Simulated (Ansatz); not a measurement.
**Nudged elastic band, with input and output: BNH$_{6}$O (part 2 of 2)**

The same run, continued: BNH$_{6}$O; RKS PBE0-D4/def2-SVP (Ansatz 0.2.0). The run did not end well. One setting was made poor on purpose. It belongs to a series of runs on one base structure; here: band between the two ends.

Geometry of the input (Å):
```
B  0.0938  -0.7076  0.1313
N  -0.0353  -0.2072  1.4420
H  -0.9034  -0.1436  1.9583
H  0.7714  0.0823  1.9766
H  1.1919  -0.7592  -0.3733
O  -0.9526  -1.1447  -0.6267
H  -1.8065  -1.0863  -0.1872
H  -0.3529  3.2151  1.2668
H  -0.2676  2.4600  1.2061
```

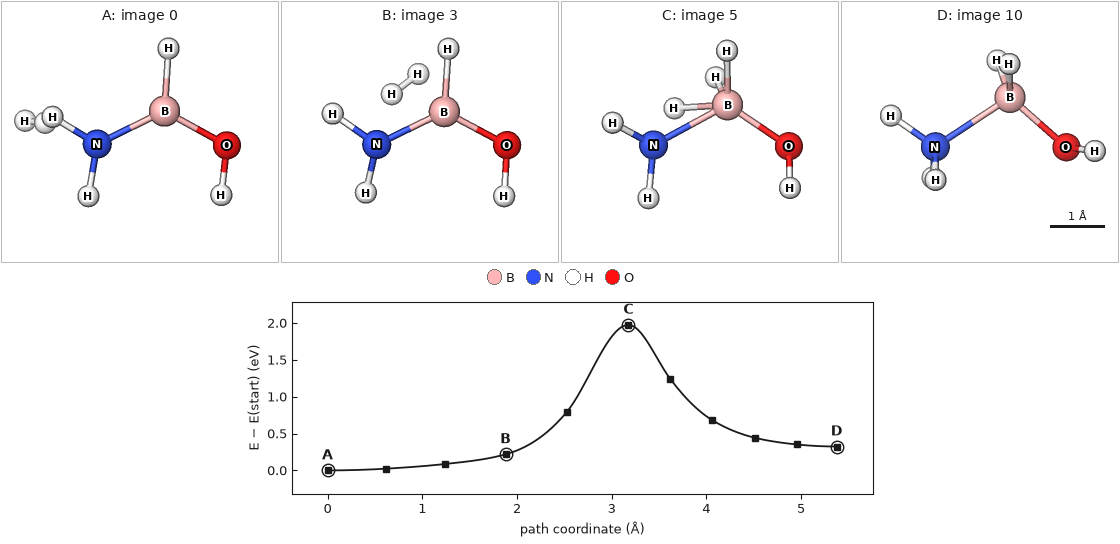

*Images of the last band (counted from 0; ball-and-stick, seen at a tilt) above the energy along the path; the line is a cubic interpolation that uses the forces.*

The highest image is number 5, 1.975 eV above the start and 1.651 eV above the end (the climbing image); the end lies 0.324 eV above the start. The path is 5.38 Å long. The band had not converged after 60 iterations.

```
Unfinished report: {"positions_ang":[[-0.0431332630733272,0.15282028245820722,0.18656029955993958],[-0.09450077704171432,0.1674836059632076,1.770237164860962],[-0.9315162331618954,-0.05323687368478402,2.297145144886486],[0.7614378479594611,0.07520862073881801,2.303280510876112],[1.088376946273357,-0.07201840221507848,-0.21394268339890765],[-1.170572191041148,-0.31694555461146373,-0.496158090803808],[-1.5663849973771509,-1.1017883916185063,-0.11480196809335065],[-0.12609767157145962,1.5581988637049804,0.04221186563092633],[-0.17880966096612302,1.2990788492646188,1.0193687664816393]],"unchecked":["starts","cluster_reference","orbital_swaps","neighbouring_geometries","increment"],"mean_field":{"relativity":"none","state":{"energy":{"ev":-4302.533132296113,"hartree":-158.11517625017987},"converged":true,"gradient_ev":0.000013798289900281222,"stability":{"kind":"minimum","curvature_ev":42.99001453335747},"curvature_floor_ev":0.00030000000000000003,"spin_squared":-8.881784197001252e-15},"others":[],"fillings":{"estimated":0,"unestimated":0,"tried":0,"untried":0,"excluded_magnetic_sites":0},"n_dropped_functions":0,"n_trapped_functions":0,"passes":{"evaluations":3,"products":18},"factors":{"origin":"Cholesky decomposition","count":789,"bound_ev":0.0010525262272532414},"gradient_stop_ev":0.00009,"reference_kind":"stationary","functional":{"name":"PBE0","citations":["Adamo & Barone, J. Chem. Phys. 110, 6158 (1999) doi:10.1063/1.478522","Perdew, Burke & Ernzerhof, Phys. Rev. Lett. 77, 3865 (1996) doi:10.1103/PhysRevLett.77.3865"],"text":"name \"PBE0\"\ncite \"Adamo & Barone, J. Chem. Phys. 110, 6158 (1999) doi:10.1063/1.478522\"\ncite \"Perdew, Burke & Ernzerhof, Phys. Rev. Lett. 77, 3865 (1996) doi:10.1103/PhysRevLett.77.3865\"\nparent pbe\nparameter a = 0.25\nparameter kappa = 0.804\nparameter beta = 0.06672455060314922\nexchange = (1 - a)*pbe_x(kappa = kappa, mu = beta*pi^2/3) + a*exact_x\ncorrelation = pbe_c(beta = beta)\n","parameters":{"a":{"value":0.25,"default":0.25},"beta":{"value":0.06672455060314922,"default":0.06672455060314922},"kappa":{"value":0.804,"default":0.804}},"final_grid":{"core_spheres":13.0,"valence_spheres":11.0,"degree":36.0},"final_grid_parameter_source":"default","radial_points_factor":1.0,"radial_grid_error_ev":3.235511906987185e-7,"grid_sensitivity":"normal","grid_sensitivity_ratio":0.001870803151768979},"unsmoothed_excess_ev":-0.00002307244532844317,"symmetry":{"irreps":["A"],"axes":[[0.999618768517082,-0.022060392979708635,0.016602912093170007],[0.023379904112368986,0.9961915990557281,-0.08399808363580681],[-0.014686650812528384,0.08435423541454447,0.9963275893276963]],"occupied":[{"A":13},{"A":13}]},"held":{"pivots":789,"left_out":0,"joined":0},"density_repulsion":{"missed_ev":0.000015623223715653637,"excess_ev":0.0,"most_excess_ev":0.0000702,"are_drawn_again":false,"n_first_factors":789,"energy_change_ev":0.0,"n_dropped_ends":0}},"factors":{"origin":"Cholesky decomposition","count":789,"bound_ev":0.0010525262272532414},"n_frozen":0,"n_occupied":[13,13],"n_virtual":[59,59],"reference":{"ev":-4302.533132296113,"hartree":-158.11517625017987},"dispersion":{"energy":{"ev":-0.083305574576335,"hartree":-0.0030614233991337887},"switches_in_reach":[]},"total":{"ev":-4302.616437870689,"hartree":-158.118237673579},"forces_ev_per_angstrom":[[-0.03540933681259522,0.01587095580591251,0.019913145972739688],[-0.01752294798142586,0.06750551525261803,-0.01133900519503162],[-0.03835850738864804,0.011650170924421301,-0.07252241162380779],[-0.0156896830182407,-0.20545594218305416,-0.01117617311208626],[-0.013921625774698156,0.02730699990248654,0.013732623596610552],[0.010541249512968705,0.07650190552061627,0.0508893910390702],[0.08289645978719536,-0.11895461725036467,0.10458042234215577],[-0.011736628388479187,0.034009516761044946,-0.034637459399152894],[0.03920102006147458,0.0915654952661148,-0.059440533620346986]],"charge_distribution":{"dipole_moment_e_ang":[-0.08039373223065337,-0.15150328151235398,0.7237292261273002],"mulliken_charges_e":[0.02272934345983657,-0.2527978627400076,0.1325913822079371,0.14636368430424218,-0.07606002925068545,-0.20685045878765074,0.16347986554412675,-0.12578598044554234,0.1963300557077312],"lowdin_charges_e":[-0.5136578973700479,0.18901977885360033,0.01816993011066681,0.023698010923045798,-0.05753948927684194,0.22738756925868486,-0.01311574929378967,0.012638017202773244,0.11339982959190009]},"n_threads":1,"memory_gib":1.7045454550534487,"seconds":{"hamiltonian":1.794691751,"orbitals":0.0,"second_order":0.0,"solver_start":0.0,"cycles":0.0,"cycle":0.0,"perturbative":0.0,"full_ci_increment":0.0,"forces":0.0}}
this run last wrote the band of iteration 60 to [file]
Error: NEB band did not converge after 60 iterations: max|band force component| = 2.26e-1 eV/Å (threshold 3.0e-2); raise `neb.max_iterations` in a new run, which can start from the last band evaluated (`neb.initial_path`, with `crystal.atoms` and `neb.final_atoms` set to its first and last images), add images, or start from endpoints closer to local minima. Where this run's directory can be resumed (`checkpoint.write`), a resume goes on for up to `neb.max_iterations` more; to start a new run from the last band, take its images' positions from the `neb_iteration` event of iteration 60 (`data.images[].positions_ang`), in the event stream of the run that computed that iteration (not this run's, if it was resumed behind it). With `checkpoint.write`, `steps/00-neb/state/checkpoint.json` in the run directory holds the last saved band, under `neb.evaluated.images[].positions_ang` (a band under a hybrid functional on support functions is neither saved nor resumed: `neb.initial_path` says where its path is): check the last entry of `neb.iterations` there, which is earlier than 60 if that iteration was not saved or its write failed. If the band's step has no `state` directory and holds `state.next`, a write was cut short, and the file is under `state.next` instead (behind a loss of power it can be under `state.prev`)
this run wrote the band of iteration 60 to [file] as well, whether or not its events were kept: a new run's `neb.initial_path` can list its `images[].positions_ang`
a run's events are kept only if it was started with --events-out <file>, and are in that file
```

The last band as extended XYZ (Å, eV, eV/Å)
```
9
Properties=species:S:1:pos:R:3:forces:R:3 image=0 energy=-4304.59156
B     0.0938   -0.7076    0.1313    0.0001  -0.0017  -0.0027
N    -0.0353   -0.2072    1.4420   -0.0030  -0.0028  -0.0064
H    -0.9034   -0.1436    1.9583    0.0001   0.0002   0.0008
H     0.7714    0.0823    1.9766    0.0016   0.0030   0.0040
H     1.1919   -0.7592   -0.3733    0.0016  -0.0013  -0.0006
O    -0.9526   -1.1447   -0.6267    0.0021   0.0024   0.0035
H    -1.8065   -1.0863   -0.1872   -0.0020  -0.0002   0.0005
H    -0.3529    3.2151    1.2668    0.0001  -0.0002   0.0005
H    -0.2676    2.4600    1.2061   -0.0005   0.0005   0.0003
9
Properties=species:S:1:pos:R:3:forces:R:3 image=1 energy=-4304.56834
B     0.0824   -0.5755    0.1638    0.0517  -0.0339  -0.0889
N    -0.0367   -0.2090    1.5171    0.0347   0.0417   0.1665
H    -0.9028   -0.1608    2.0402    0.0270  -0.0509  -0.0253
H     0.7674    0.0990    2.0495   -0.0695  -0.0670  -0.0424
H     1.1737   -0.5398   -0.3581   -0.0080  -0.0131   0.0060
O    -0.9589   -0.9726   -0.6207   -0.1153  -0.0266   0.0432
H    -1.8095   -0.9987   -0.1676    0.0938   0.0134  -0.0394
H    -0.3287    2.9052    1.0126   -0.0095   0.0762   0.0196
H    -0.2482    2.1610    1.1572   -0.0050   0.0602  -0.0393
9
Properties=species:S:1:pos:R:3:forces:R:3 image=2 energy=-4304.50477
B     0.0709   -0.4501    0.2159    0.0573  -0.0372  -0.0460
N    -0.0280   -0.2610    1.6096   -0.0375  -0.0034   0.0850
H    -0.8944   -0.2121    2.1327    0.0379  -0.1096  -0.0263
H     0.7691    0.0717    2.1356   -0.0120  -0.0926   0.0159
H     1.1485   -0.3071   -0.3149    0.0064  -0.0343   0.0047
O    -0.9687   -0.7816   -0.5993   -0.0951  -0.0724   0.0408
H    -1.8078   -0.9209   -0.1466    0.0780   0.0445  -0.0077
H    -0.3121    2.6066    0.6803   -0.0299   0.1896   0.0114
H    -0.2387    1.9633    1.0808   -0.0051   0.1155  -0.0778
9
Properties=species:S:1:pos:R:3:forces:R:3 image=3 energy=-4304.37261
B     0.0529   -0.3146    0.2845    0.0931  -0.1301  -0.0872
N    -0.0249   -0.2876    1.6949    0.0238  -0.0479   0.1742
H    -0.8884   -0.2317    2.2232    0.0346  -0.1534  -0.0539
H     0.7724    0.0464    2.2242   -0.0676  -0.1501  -0.0194
H     1.1171   -0.0892   -0.2457    0.0171  -0.0407   0.0332
O    -0.9835   -0.5877   -0.5564   -0.0593  -0.1934   0.0485
H    -1.7898   -0.8905   -0.1253    0.0387   0.1287   0.0352
H    -0.2806    2.2437    0.3325   -0.0685   0.3224  -0.0430
H    -0.2364    1.8201    0.9620   -0.0120   0.2645  -0.0877
9
Properties=species:S:1:pos:R:3:forces:R:3 image=4 energy=-4303.79681
B     0.0014   -0.1069    0.3127    0.1452  -0.7259   0.3008
N    -0.0552   -0.1507    1.7446    0.0786  -0.7402   0.0418
H    -0.9090   -0.1238    2.2888    0.0183  -0.0555  -0.0643
H     0.7704    0.0617    2.2905   -0.0503  -0.1385  -0.0124
H     1.0878    0.0084   -0.2130   -0.0014   0.1321   0.0648
O    -1.0606   -0.3908   -0.5112    0.2297  -0.2950   0.0447
H    -1.6831   -1.0065   -0.1168   -0.2253   0.2033   0.1373
H    -0.1958    1.8298    0.1316   -0.1393   0.7138   0.0654
H    -0.2172    1.5877    0.8667   -0.0554   0.9059  -0.5781
9
Properties=species:S:1:pos:R:3:forces:R:3 image=5 energy=-4302.61642
B    -0.0431    0.1528    0.1866   -0.0354   0.0159   0.0199
N    -0.0945    0.1675    1.7702   -0.0175   0.0675  -0.0113
H    -0.9315   -0.0532    2.2971   -0.0384   0.0117  -0.0725
H     0.7614    0.0752    2.3033   -0.0157  -0.2055  -0.0112
H     1.0884   -0.0720   -0.2139   -0.0139   0.0273   0.0137
O    -1.1706   -0.3169   -0.4962    0.0105   0.0765   0.0509
H    -1.5664   -1.1018   -0.1148    0.0829  -0.1190   0.1046
H    -0.1261    1.5582    0.0422   -0.0117   0.0340  -0.0346
H    -0.1788    1.2991    1.0194    0.0392   0.0916  -0.0594
9
Properties=species:S:1:pos:R:3:forces:R:3 image=6 energy=-4303.34625
B    -0.0416    0.2363    0.0488   -0.0270   0.3792  -0.5956
N    -0.1059    0.2641    1.7629   -0.0925   0.4180   0.0050
H    -0.9296   -0.0487    2.2754    0.0308   0.1106  -0.2016
H     0.7527    0.1151    2.2882   -0.0495   0.0353  -0.1201
H     1.0855   -0.1561   -0.2197   -0.0434  -0.3502  -0.0247
O    -1.2282   -0.2909   -0.4889   -0.2752   0.1147   0.1025
H    -1.5074   -1.1481   -0.1679    0.3345  -0.2995  -0.0930
H    -0.0892    1.5005   -0.0657    0.1254  -0.2384  -0.5336
H    -0.1975    1.2367    1.3608   -0.0032  -0.1696   1.4611
9
Properties=species:S:1:pos:R:3:forces:R:3 image=7 energy=-4303.91022
B    -0.0434    0.2593    0.0027   -0.0192   0.0743  -0.0817
N    -0.1086    0.3227    1.7584   -0.1710  -0.0005   0.0036
H    -0.8857   -0.1307    2.2474    0.1406   0.0030  -0.2505
H     0.7568    0.1911    2.2780    0.0488  -0.0126  -0.0614
H     1.0324   -0.2847   -0.2372   -0.1406  -0.2644  -0.0151
O    -1.2830   -0.2489   -0.4425   -0.1482   0.0253   0.1590
H    -1.4076   -1.1903   -0.3090    0.2604  -0.1284  -0.1604
H    -0.0156    1.4800   -0.1646    0.1196  -0.0369  -0.2929
H    -0.3065    1.3103    1.6606   -0.0904   0.3402   0.6994
9
Properties=species:S:1:pos:R:3:forces:R:3 image=8 energy=-4304.14944
B    -0.0391    0.2629    0.0206    0.0146   0.0584   0.0351
N    -0.1200    0.3764    1.7534   -0.2022  -0.0932  -0.0078
H    -0.7645   -0.2749    2.2150    0.1557   0.0311  -0.2486
H     0.7728    0.3533    2.2425    0.1136   0.0220  -0.0433
H     0.9649   -0.4118   -0.2118   -0.1024  -0.1273   0.0770
O    -1.3108   -0.2038   -0.3975   -0.0823  -0.1335   0.0859
H    -1.3531   -1.1623   -0.4567    0.1177   0.0942  -0.0716
H     0.0998    1.4612   -0.2121    0.0889  -0.0153  -0.1470
H    -0.5113    1.3077    1.8404   -0.1037   0.1636   0.3203
9
Properties=species:S:1:pos:R:3:forces:R:3 image=9 energy=-4304.23947
B    -0.0325    0.2623    0.0498    0.0117   0.0361   0.0239
N    -0.1342    0.3954    1.7469   -0.0902  -0.0365  -0.0082
H    -0.5887   -0.4024    2.1987    0.0693   0.0071  -0.1210
H     0.7693    0.5505    2.1925    0.0636   0.0337  -0.0206
H     0.9086   -0.5095   -0.1505   -0.0483  -0.0461   0.0779
O    -1.3269   -0.1465   -0.3767   -0.0428  -0.1095   0.0098
H    -1.3555   -1.0896   -0.5572    0.0405   0.1070  -0.0118
H     0.2167    1.4354   -0.2237    0.0461  -0.0120  -0.0682
H    -0.7180    1.2133    1.9141   -0.0499   0.0202   0.1182
9
Properties=species:S:1:pos:R:3:forces:R:3 image=10 energy=-4304.26722
B    -0.0311    0.2573    0.0730   -0.0019  -0.0012  -0.0012
N    -0.1403    0.4052    1.7470   -0.0005  -0.0013   0.0003
H    -0.3881   -0.4796    2.1921    0.0001   0.0015   0.0007
H     0.7334    0.7430    2.1516    0.0000  -0.0003   0.0001
H     0.8484   -0.5954   -0.0784    0.0023  -0.0008  -0.0001
O    -1.3452   -0.0910   -0.3610    0.0022   0.0032   0.0011
H    -1.3786   -1.0033   -0.6516   -0.0004  -0.0008  -0.0005
H     0.3189    1.3954   -0.2410   -0.0018  -0.0001  -0.0003
H    -0.8784    1.0772    1.9622    0.0000  -0.0002  -0.0001
```

Outcome

```json
{"quantity": "outcome", "value": "not converged"}
{"quantity": "barrier, forward (band not converged)", "value": "1.975 eV"}
{"quantity": "barrier, backward", "value": "1.651 eV"}
{"quantity": "wall time", "value": "16 min"}
{"quantity": "peak memory", "value": "0.13 GiB"}
```

Diagnosis

The run did not converge: “NEB band did not converge after 60 iterations: max|band force component| = 2.26e-1 eV/Å (threshold 3.0e-2); raise `neb.max_iterations` in a new run, which can start from the last band evaluated (`neb.initial_path`, with `crystal.atoms` and `neb.final_atoms` set to its first and last images), add images, or start from endpoints closer to local minima …” Its last values are not results. A deliberately poor setting: step length.
